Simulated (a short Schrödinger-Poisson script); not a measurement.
Stack: MOS inversion layer, SiO2 on p-type Ge(111), at 300 K.

| layer | material | thickness (nm) | Na (cm⁻³) |
|---|---|---|---|
| 1 | SiO2 | 2.8 | - |
| 2 | Ge | 1100 | 7e16 |

Constants are typed, rounded textbook-type inputs, not results; the design itself was drawn at random and stands for no fabricated device. SiO2: permittivity 3.9, conduction-band edge (eV) 3.1, gap (eV) 9, electron mass (mₑ) 0.5. Ge: permittivity 16, conduction-band edge (eV) 0, gap (eV) 0.664, Nv at 300 K (cm⁻³) 6e18.

Channel valleys (confinement mass, in-plane density-of-states mass, number): L1 1.59, 0.08, 1; L3 0.09, 0.34, 3. At the gate the conduction-band edge of layer 1 lies 3.3 eV − eVg above the Fermi level of the channel; the field vanishes at the back. Gaps are held at their typed values at every temperature. Mesh 0.03 nm at interfaces.

Solved with a short Schrödinger-Poisson script written for these runs: 1D Poisson equation in equilibrium, electrons quantum, Hartree (BenDaniel-Duke, 12 states a valley, the channel's in-plane mass for all, wave functions free to enter the dielectric), parabolic valleys, classical holes, full ionisation, no traps, pinning or gate leakage.

Only gate voltages with over 1e8 electrons/cm² are shown.

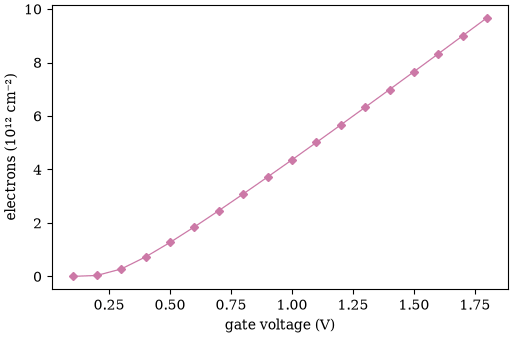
*Sheet density against gate voltage*

| Vg (V) | electrons (cm⁻²) | C (μF/cm²) | L1 E0 (meV) | L1 E1 (meV) | L3 E0 (meV) | L3 E1 (meV) |
|---|---|---|---|---|---|---|
| 0.1 | 1.71e9 | 0.144 | 209.2 | 227.7 | 243.0 | 289.3 |
| 0.3 | 2.80e11 | 0.641 | 69.2 | 93.0 | 111.1 | 166.1 |
| 0.5 | 1.27e12 | 0.914 | 18.5 | 51.3 | 72.7 | 135.5 |
| 0.7 | 2.46e12 | 0.990 | -9.3 | 32.0 | 55.9 | 124.9 |
| 0.9 | 3.72e12 | 1.02 | -30.1 | 19.1 | 44.9 | 119.1 |
| 1.1 | 5.01e12 | 1.05 | -47.6 | 9.0 | 36.4 | 115.5 |
| 1.3 | 6.33e12 | 1.06 | -63.1 | 0.6 | 29.3 | 112.9 |
| 1.5 | 7.66e12 | 1.07 | -77.2 | -6.7 | 23.1 | 111.0 |
| 1.7 | 9.00e12 | 1.08 | -90.4 | -13.3 | 17.5 | 109.6 |

Subbands count from the Fermi level.

Only the L valleys are kept; under strong confinement the Δ valleys of Ge fill too.
